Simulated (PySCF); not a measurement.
## Electronic structure of AsS (doublet) in real space

```xyz
2

As    0.0000    0.0000   -0.6057
S     0.0000    0.0000    1.4193
```

All numbers below come from PBE0/def2-SVP, non-relativistic Hamiltonian with scalar-relativistic core potentials where named, at a bond length of 2.025 Å in PySCF.

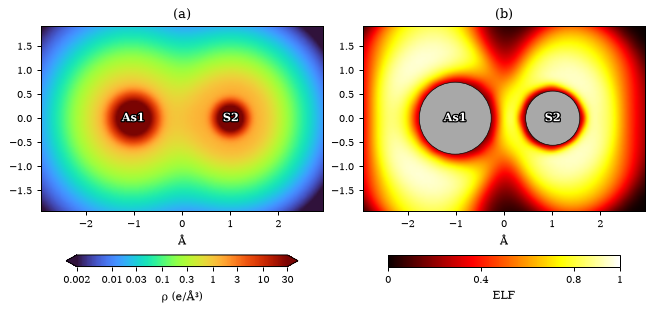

Figure 1. (a) electron density; (b) electron localisation function on a plane that holds the molecular axis. Grey discs cover the atomic cores in the ELF map.

**What do the fields say about this system?**

Atoms in the plane: As and S. As–S (2.02 Å): ρ is about 1 e/Å³ halfway; the ELF peaks at about 0.80 between the atoms: a covalent bond. The ELF also peaks beside As1 and S2, away from the bonds: non-bonding electrons, paired or unpaired.

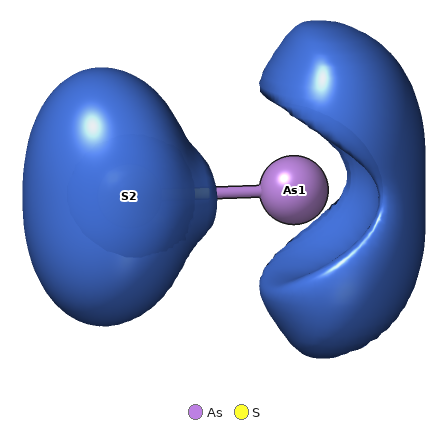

Figure 2. Isosurface of the electron localisation function at 0.75 (blue), seen from one side. Only the valence region is drawn (cores and ρ < 0.01 e/Å³ removed).

**Identify the bonds, lone pairs and shells in this picture.**

The ELF exceeds this value in one ring or bowl of non-bonding electrons around As and one ring or bowl of non-bonding electrons around S.

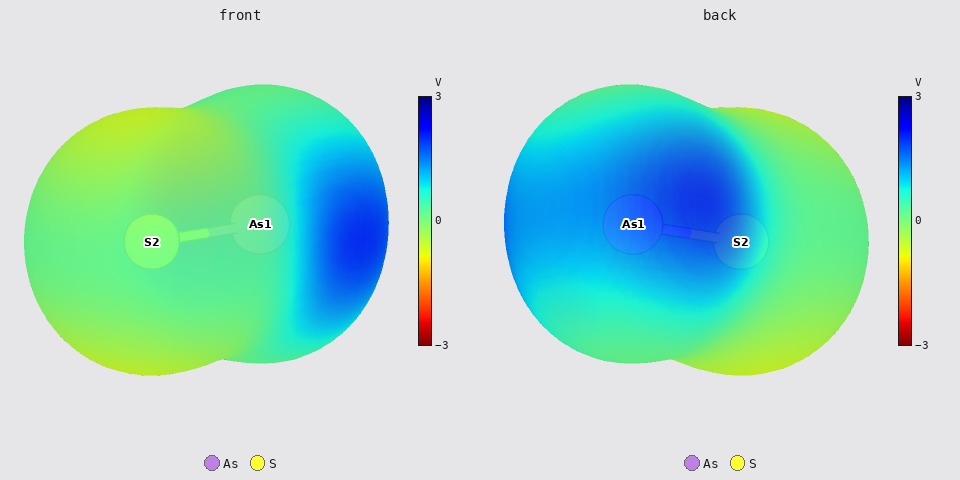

Figure 3. The electrostatic potential painted on the density surface at 0.004 e/bohr³, seen from the front and from behind; the colour scale runs from red (negative) to blue (positive).

**Which sites attract a positive test charge, and which a negative one?**

A positive charge is drawn to the negative regions and a negative charge to the positive ones. The most negative region (about −0.6 V) lies over S2, the most positive (about +2.0 V) over As1.
